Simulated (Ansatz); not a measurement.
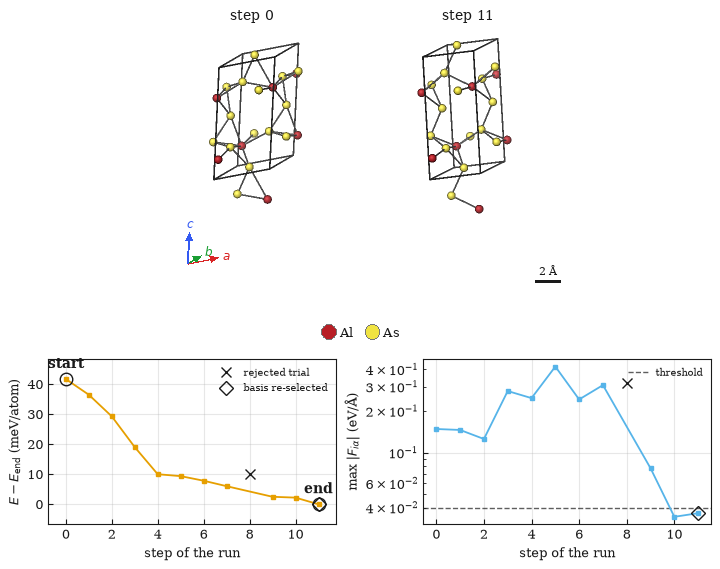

First and last geometry of a relaxation of crystalline AlAs$_{3}$ (a generated structure, set up in P1) (coarse preliminary run), with the history of the run. A ball-and-stick model of the cell of the calculation, seen slightly off an axis.

The calculation used DFT PBE, scalar-relativistic, plane waves, PAW in Ansatz 0.2.0.

Input
```yaml
crystal:
  lattice:
    - [4.6456611429, 0.0, 0.0]
    - [1.8930588983, 5.0593532437, 0.0]
    - [2.1743617546, 0.4499273428, 8.9338268494]
  atoms:
    - { symbol: Al, position: [0.8715640191, 0.276080691, 0.7063639475] }
    - { symbol: Al, position: [0.1663839286, 0.7460896914, 0.194008703] }
    - { symbol: As, position: [0.2583102597, 0.4297743865, 0.7946860867] }
    - { symbol: As, position: [0.7166513326, 0.579735436, 0.2918027989] }
    - { symbol: As, position: [0.4790747755, 0.367381666, 0.0220019737] }
    - { symbol: As, position: [0.0006803555, 0.5962133954, 0.4980516778] }
    - { symbol: As, position: [0.8072493452, 0.8316227715, 0.7430856855] }
    - { symbol: As, position: [0.200085984, 0.1731019622, 0.2499991267] }
basis:
  ecutwfc: 420
kpoints:
  mp_grid: { grid: [4, 4, 2] }
hamiltonian:
  xc: pbe
scf:
  occupations: { method: gaussian, width: 0.1 }
  lower_state_search: "off"
output:
  forces: true
  stress: true
  eigenvalues: true
relax:
  adjacent_minimum: "off"
  f_tol: 0.04
  max_steps: 70
  cell: { stress_tol: 0.4 }
```

Launched with:
```bash
ansatz run input.yaml --threads 1 --pin off --max-ram 2560MiB --backend cpu --events-out ev --progress --plain --runs-dir out
```

> Did the run converge, and what did it change?

It converged. The largest move relative to the cell is that of As6, 0.54 Å along [2 −3 1]. Largest moves by element: As 0.54 Å, Al 0.34 Å. The volume changes by +0.2 %, with a 4.646 → 4.161 Å (−10.4 %), b 5.402 → 5.480 Å (+1.5 %), c 9.206 → 10.076 Å (+9.5 %), α 82.6° → 86.4°, β 76.3° → 86.3°, γ 69.5° → 66.6°. Some distances before and after: Al2–As6 2.814 → 3.727 Å, Al1–As5 3.041 → 3.604 Å, As6–As8 3.187 → 3.498 Å, Al2–As4 2.724 → 2.607 Å. Among the angles between lasting bonds that change: Al2–As4–As6 67.4° → 95.8°, As3–Al1–As6 107.6° → 129.3°, As3–Al1–As3 127.9° → 106.6°. The space group stays P1 (No. 1). After 9 accepted moves (11 points after the start) the energy has fallen by 41.7 meV per atom. Largest force component: 0.15 eV/Å at the start, 0.036 eV/Å at the end. The pressure goes from 0.20 to 0.10 GPa. The line search rejected the trial step at point 8 of the run. At 1 point the geometry stayed and the basis and grid were re-selected for the new cell (energy shift of 2.2 meV per atom at most each time).
